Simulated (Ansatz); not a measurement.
A series of calculations on BNH$_{5}$Cl

### Relaxation

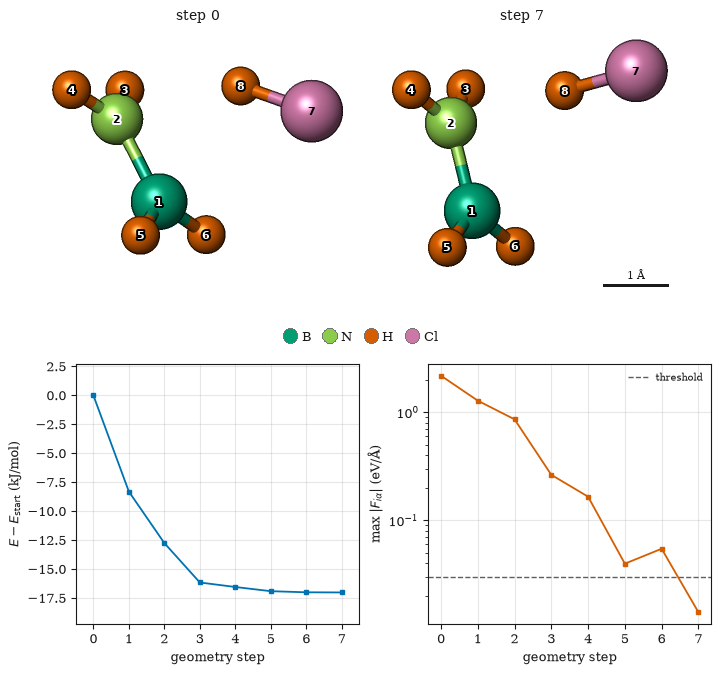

First and last geometry of a relaxation of BNH5Cl, with the history of the run. A ball-and-stick model, seen at a tilt.

The run prepares an end point of a later path (reaction) calculation, from a guessed geometry.

The calculation used RKS PBE/def2-SVP (Ansatz). (no spin polarisation; force threshold 0.03 eV/Å; at most 50 steps)

**What do the curves and the structures tell?**

It converged. Over 7 geometry steps the energy falls by 17.0 kJ/mol. Largest force component: 2.2 eV/Å at the start, 0.014 eV/Å at the end. Cl7 moves most after the best rigid fit: 0.62 Å. By element the largest moves are Cl 0.62 Å, H 0.36 Å, B 0.24 Å, N 0.19 Å. Near-neighbour distances that change, for instance: B1–N2 1.478 → 1.406 Å, Cl7–H8 1.338 → 1.313 Å.

Limits of the set-up: the start holds two separate molecules, 2.3 Å apart at their closest, whose relative position is a soft coordinate and is computed without a dispersion correction.

### Relaxation

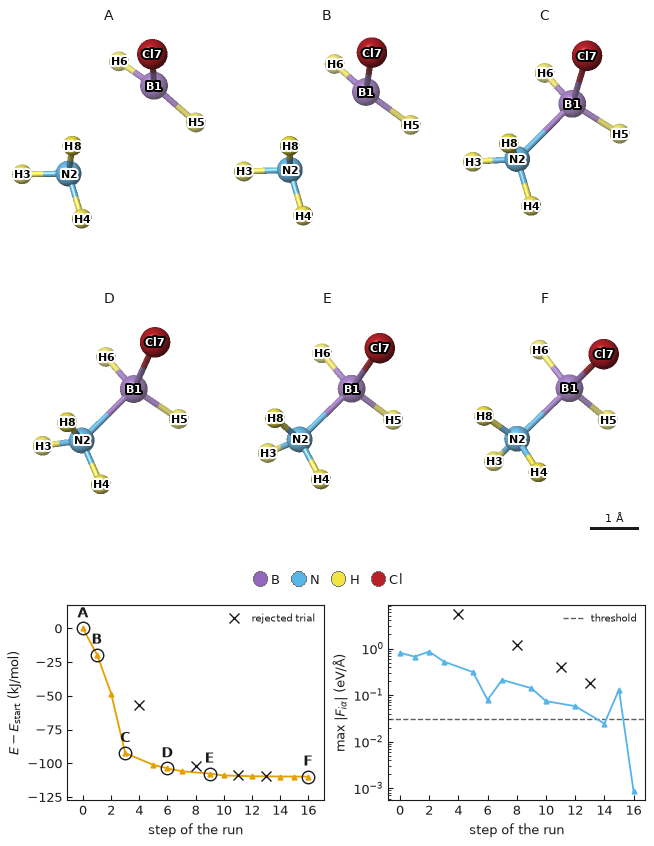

Frames of a relaxation of BNH$_{5}$Cl, marked on the history of the run. A ball-and-stick model, seen from a free direction.

The run prepares an end point of a later path (reaction) calculation, from a guessed geometry.

All numbers below come from Ansatz, RKS PBE/def2-SVP. (no spin polarisation; force threshold 0.03 eV/Å; at most 50 steps)

Describe the path.

After 12 accepted moves (16 points after the start) the energy has fallen by 109.8 kJ/mol. The largest force component goes from 0.81 to 0.00085 eV/Å. The line search rejected the trial steps at points 4, 8, 11, 13 of the run. The forces were under the threshold at step 14, but the run went on from there. The atom that moves furthest after the best rigid fit is H3 (0.92 Å). By element the largest moves are H 0.92 Å, B 0.65 Å, Cl 0.49 Å, N 0.47 Å. Some distances before and after: B1–N2 2.729 → 1.637 Å, B1–Cl7 1.831 → 1.864 Å, B1–H5 1.209 → 1.226 Å, N2–H8 1.042 → 1.032 Å. New bonds form, among them: B1–N2 (2.73 → 1.64 Å). Among the angles between lasting bonds that change: H5–B1–H6 125.6° → 115.2°, H5–B1–Cl7 116.8° → 112.8°. Cost: 19 s on 2 threads of Arm Neoverse V1, with other jobs on the host, peak memory 0.14 GiB. From step 0 to 1: B1 moves most (0.19 Å), energy −19.5 kJ/mol. From step 1 to 3: B1 moves most (0.37 Å), energy −72.9 kJ/mol. From step 3 to 6: H atoms move most (0.18 Å), energy −11.3 kJ/mol. From step 6 to 9: H atoms move most (0.25 Å), energy −3.92 kJ/mol. From step 9 to 16: H atoms move most (0.25 Å), energy −2.20 kJ/mol.

Limits of the set-up: the start holds two separate molecules, 2.6 Å apart at their closest, whose relative position is a soft coordinate and is computed without a dispersion correction.

### Path

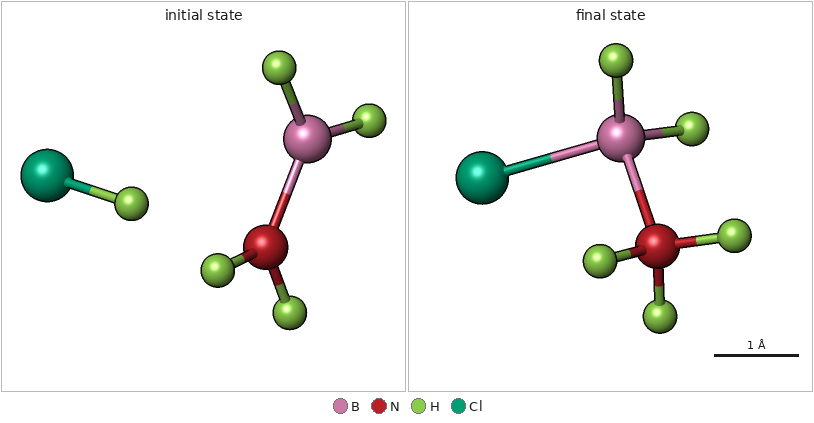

The two relaxed end points of a path for BNH₅Cl. Style: ball-and-stick. Shown at a tilt.

Method: RKS PBE/def2-SVP (Ansatz 0.2.0).

Run with 9 movable images; climbing image; force threshold 0.03 eV/Å; iteration limit 60.

Start:
```xyz
8

B     0.0437   -0.3516    0.2169
N     0.0263   -0.2076    1.6153
H    -0.8170   -0.3334    2.1799
H     0.8747   -0.1114    2.1781
H     1.1070   -0.2640   -0.3626
H    -1.0073   -0.5417   -0.3604
Cl   -0.4073    3.1313    1.1762
H    -0.2406    1.8406    1.3526
```

End:
```xyz
8

B    -0.0048    0.4555    0.1783
N    -0.1259    0.1615    1.7842
H    -0.3002   -0.8359    1.9815
H     0.7400    0.4451    2.2684
H     0.9583   -0.1988   -0.2046
H    -1.0843    0.1250   -0.2989
Cl    0.2905    2.2941    0.0938
H    -0.8941    0.7158    2.1934
```

**What barrier does the band find between them, and by what path?**

The highest point, image 4, lies 0.47 eV above the start and 1.16 eV above the end; the end is at −0.69 eV relative to the start. Breaking: Cl7–H8 (1.31 → 1.49 at the top → 2.88 Å). Forming: B1–Cl7 (3.64 → 2.44 at the top → 1.86 Å), N2–H8 (2.08 → 1.41 at the top → 1.03 Å). The band converged in 9 iterations. The largest component of the band force went from 6.3 to 0.02 eV/Å. The climbing image converged on the top of the path. Its vibrational analysis gives one imaginary mode (787i cm⁻¹), as a transition state must have.

Energies of the converged images:

```tsv
image	path (Å)	E (eV)
0	0.00	0.000
1	0.36	0.008
2	0.71	0.057
3	1.07	0.229
4	1.43	0.471
5	1.81	-0.031
6	2.20	-0.530
7	2.59	-0.621
8	2.98	-0.647
9	3.37	-0.677
10	3.76	-0.690
```

The geometry at the top of the path:

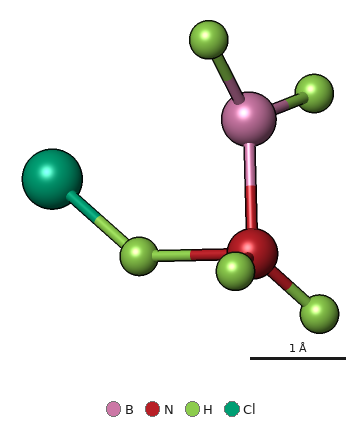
